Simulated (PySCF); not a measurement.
# What a change does: NMR shielding calculation on C₉H₁₈Si

System: C₉H₁₈Si, SMILES [SiH3]C[C@]12CCC[C@H]1CCC2.
Method of the first run: GIAO PBE0/pcSseg-1 NMR shielding, non-relativistic, gas phase (PySCF 2.14.0).

The geometry comes from this level: PBE0-D3(BJ)/def2-SVP. Text and figures count atoms from 1; the logs count them from 0 in places.

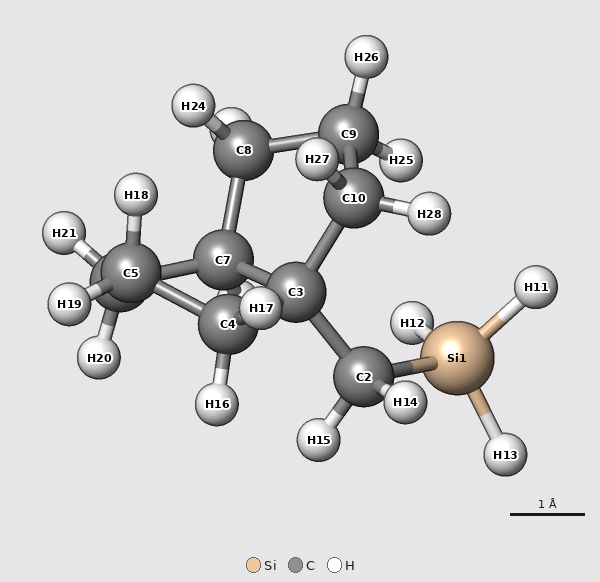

**Figure 1.** The structure as given in the input (ball-and-stick view, seen at a tilt; atoms are numbered from 1 in the order of the input).

### Input, the first run
```
{"job": {"kind": "nmr", "xc": "PBE0", "basis": "pcSseg-1"}, "charge": 0, "multiplicity": 1}
Si     3.092495     0.018219    -0.327069
C      1.631674    -1.155497    -0.075399
C      0.285155    -0.617143     0.428599
C     -0.732437    -1.768713     0.592097
C     -2.077143    -1.170825     0.194875
C     -1.707628    -0.307100    -1.008258
C     -0.400942     0.372608    -0.584006
C     -0.598531     1.690779     0.182039
C      0.452816     1.666895     1.284794
C      0.438671     0.208182     1.727430
H      3.590159     0.590394     0.962832
H      2.763411     1.153800    -1.244722
H      4.212367    -0.758903    -0.942776
H      1.990091    -1.942898     0.613452
H      1.477953    -1.662817    -1.045338
H     -0.481578    -2.585562    -0.105125
H     -0.714518    -2.197065     1.607070
H     -2.473346    -0.539363     1.009381
H     -2.845423    -1.927818    -0.024707
H     -1.532902    -0.957140    -1.881960
H     -2.488184     0.415389    -1.294826
H      0.252324     0.549937    -1.452670
H     -0.531026     2.573359    -0.472280
H     -1.603885     1.709038     0.638659
H      1.440290     1.941528     0.875775
H      0.246358     2.371230     2.105243
H     -0.438123     0.039530     2.375757
H      1.325043    -0.087436     2.311210
```

The first line tells a small driver script what to run in PySCF; the rest is the geometry in Å.

Launched with:
```bash
OMP_NUM_THREADS=1 python <driver script> task.json out
```

Hardware: 1 CPU thread, shared host.

### Output, shortened to warnings, some set-up lines, iterations and results (the first run)
```
coarse grid: 22560 points
[...]
cycle   1  E = -642.5530677667  dE =  1.001e+00  |g| = 4.815e-01  |ddm| = 4.632e+00
cycle   2  E = -642.5232190381  dE =  2.985e-02  |g| = 6.002e-01  |ddm| = 1.081e+00
cycle   3  E = -642.6176581031  dE = -9.444e-02  |g| = 6.565e-02  |ddm| = 6.984e-01
cycle   4  E = -642.6184224915  dE = -7.644e-04  |g| = 3.068e-02  |ddm| = 1.061e-01
cycle   5  E = -642.6186353305  dE = -2.128e-04  |g| = 6.163e-03  |ddm| = 3.422e-02
cycle   6  E = -642.6186439458  dE = -8.615e-06  |g| = 8.837e-04  |ddm| = 7.177e-03
cycle   7  E = -642.6825445468  dE = -1.000e-04  |g| = 1.050e-02  |ddm| = 6.089e-02
cycle   8  E = -642.6825243533  dE =  2.019e-05  |g| = 1.385e-02  |ddm| = 2.453e-02
cycle   9  E = -642.6825737137  dE = -4.936e-05  |g| = 1.084e-03  |ddm| = 1.518e-02
cycle  10  E = -642.6825739474  dE = -2.337e-07  |g| = 4.005e-04  |ddm| = 1.679e-03
cycle  11  E = -642.6825739844  dE = -3.700e-08  |g| = 6.708e-05  |ddm| = 4.095e-04
cycle  12  E = -642.6825739854  dE = -9.477e-10  |g| = 1.855e-05  |ddm| = 1.033e-04
converged SCF energy = -642.6825739854

GIAO shielding tensors (ppm)
atom      isotropic    diamagn.    paramagn.     s11        s22        s33       span
  0 Si     423.115     878.993    -455.878    398.626    405.006    465.714     67.089
  1 C      159.770     247.751     -87.982    139.566    152.528    187.215     47.649
  2 C      132.770     247.987    -115.217    105.593    138.749    153.969     48.375
  3 C      135.891     246.536    -110.646    116.136    127.559    163.978     47.842
  4 C      157.880     249.715     -91.835    130.328    169.909    173.403     43.075
  5 C      149.719     247.031     -97.312    129.700    155.791    163.665     33.965
  6 C      134.066     246.266    -112.200    109.830    131.193    161.174     51.344
  7 C      145.969     247.935    -101.967    113.685    158.922    165.298     51.614
  8 C      154.741     250.461     -95.720    131.667    163.538    169.017     37.350
  9 C      141.195     247.438    -106.243    112.067    146.507    165.011     52.944
 10 H       27.399      28.972      -1.573     23.586     26.338     32.272      8.686
 11 H       27.343      29.323      -1.979     23.563     26.913     31.554      7.991
 12 H       27.492      27.759      -0.267     23.757     24.820     33.898     10.141
 13 H       30.187      30.827      -0.640     24.884     29.044     36.633     11.749
 14 H       30.629      31.818      -1.189     25.087     30.201     36.600     11.513
 15 H       30.163      32.125      -1.962     25.055     29.567     35.868     10.813
 16 H       29.678      31.423      -1.745     25.712     27.931     35.392      9.679
 17 H       29.769      31.552      -1.783     26.161     27.591     35.554      9.392
 18 H       29.811      29.245       0.566     24.648     26.261     38.525     13.877
 19 H       29.820      31.188      -1.368     25.307     27.121     37.033     11.726
 20 H       29.938      30.529      -0.591     24.946     27.519     37.349     12.403
 21 H       29.419      34.105      -4.686     26.173     28.173     33.911      7.738
 22 H       29.321      30.752      -1.431     24.764     26.693     36.507     11.742
 23 H       30.261      32.028      -1.767     25.524     29.489     35.770     10.245
 24 H       29.891      32.293      -2.403     25.340     28.733     35.600     10.260
 25 H       29.792      29.933      -0.141     25.068     26.130     38.177     13.109
 26 H       30.044      32.450      -2.405     25.428     29.219     35.487     10.059
 27 H       29.610      32.561      -2.951     26.235     27.465     35.129      8.894
```

The second run used a changed input.

### The two runs side by side

```csv
quantity,the first run,the second run
outcome,converged,converged
total energy (hartree),−642.682574,−643.117804
HOMO (eV),−8.17,−10.02
LUMO (eV),0.98,2.74
dipole moment (D),0.96,0.93
shielding of Si1 (ppm),423.1,422.0
shielding of C2 (ppm),159.8,160.4
shielding of C3 (ppm),132.8,133.4
shielding of C4 (ppm),135.9,136.5
shielding of C5 (ppm),157.9,158.2
shielding of C6 (ppm),149.7,150.2
shielding of C8 (ppm),146.0,146.7
SCF iterations,12,13
basis functions,267,267
wall time (shared host),3.6 min,4 min
```

Which change of the input explains these differences?

The change (lines with − go, lines with + come):
```diff
-"xc": "PBE0"
+"xc": "wB97X-D"
+"pop": false
```

The total energies belong to different methods, so their difference says nothing on which is more stable or more accurate. The HOMO goes from −8.17 to −10.02 eV. The LUMO goes from 0.98 to 2.74 eV. The dipole moment goes from 0.96 to 0.93 D. Of all shieldings, the largest change is that of Si1, by −1.2 ppm. The functional changes from PBE0 to wB97X-D. The SCF takes 13 iterations against 12.

### Output, shortened to warnings, some set-up lines, iterations and results (the second run)
```
coarse grid: 22560 points
[...]
cycle   1  E = -643.0143327654  dE =  1.499e+00  |g| = 3.212e-01  |ddm| = 4.605e+00
cycle   2  E = -643.0352094786  dE = -2.088e-02  |g| = 2.164e-01  |ddm| = 5.102e-01
cycle   3  E = -643.0466347621  dE = -1.143e-02  |g| = 4.728e-02  |ddm| = 2.426e-01
cycle   4  E = -643.0472041179  dE = -5.694e-04  |g| = 1.722e-02  |ddm| = 7.176e-02
cycle   5  E = -643.0472708549  dE = -6.674e-05  |g| = 2.854e-03  |ddm| = 2.019e-02
cycle   6  E = -643.0472732546  dE = -2.400e-06  |g| = 6.850e-04  |ddm| = 5.729e-03
cycle   7  E = -643.1177943898  dE = -3.568e-04  |g| = 5.394e-03  |ddm| = 7.606e-02
cycle   8  E = -643.1178005972  dE = -6.207e-06  |g| = 3.758e-03  |ddm| = 1.471e-02
cycle   9  E = -643.1178037192  dE = -3.122e-06  |g| = 7.833e-04  |ddm| = 4.025e-03
cycle  10  E = -643.1178039198  dE = -2.006e-07  |g| = 2.935e-04  |ddm| = 1.769e-03
cycle  11  E = -643.1178039402  dE = -2.041e-08  |g| = 6.361e-05  |ddm| = 4.186e-04
cycle  12  E = -643.1178039415  dE = -1.352e-09  |g| = 1.663e-05  |ddm| = 1.248e-04
cycle  13  E = -643.1178039417  dE = -1.014e-10  |g| = 3.653e-06  |ddm| = 4.142e-05
converged SCF energy = -643.1178039417

GIAO shielding tensors (ppm)
atom      isotropic    diamagn.    paramagn.     s11        s22        s33       span
  0 Si     421.953     878.679    -456.726    397.521    403.880    464.460     66.939
  1 C      160.380     248.614     -88.234    140.187    153.382    187.571     47.384
  2 C      133.386     247.943    -114.556    106.059    139.424    154.676     48.617
  3 C      136.489     246.928    -110.440    117.107    128.023    164.336     47.228
  4 C      158.249     249.748     -91.499    131.252    170.185    173.310     42.059
  5 C      150.216     247.097     -96.881    130.616    156.182    163.851     33.236
  6 C      134.430     246.928    -112.497    110.224    131.181    161.886     51.662
  7 C      146.711     248.170    -101.459    115.163    159.188    165.783     50.619
  8 C      155.104     250.471     -95.367    132.034    163.975    169.303     37.270
  9 C      141.536     247.817    -106.281    113.239    146.028    165.342     52.103
 10 H       27.530      29.039      -1.510     23.720     26.488     32.381      8.660
 11 H       27.481      29.469      -1.989     23.680     27.066     31.695      8.015
 12 H       27.632      27.728      -0.096     23.903     24.958     34.036     10.133
 13 H       30.407      31.030      -0.623     25.178     29.220     36.823     11.645
 14 H       30.825      32.193      -1.368     25.339     30.356     36.781     11.441
 15 H       30.314      32.375      -2.061     25.237     29.698     36.006     10.769
 16 H       29.831      31.558      -1.727     25.864     28.072     35.558      9.694
 17 H       29.938      31.814      -1.875     26.319     27.786     35.711      9.392
 18 H       29.952      29.260       0.692     24.823     26.389     38.645     13.822
 19 H       29.983      31.401      -1.418     25.519     27.263     37.169     11.650
 20 H       30.087      30.636      -0.549     25.115     27.659     37.487     12.372
 21 H       29.601      34.499      -4.898     26.385     28.343     34.076      7.691
 22 H       29.481      30.876      -1.395     24.947     26.821     36.677     11.730
 23 H       30.403      32.310      -1.907     25.676     29.632     35.903     10.227
 24 H       30.030      32.595      -2.565     25.493     28.862     35.736     10.243
 25 H       29.932      29.972      -0.039     25.230     26.267     38.301     13.071
 26 H       30.194      32.756      -2.562     25.617     29.357     35.606      9.989
 27 H       29.779      32.735      -2.956     26.398     27.642     35.296      8.898
```
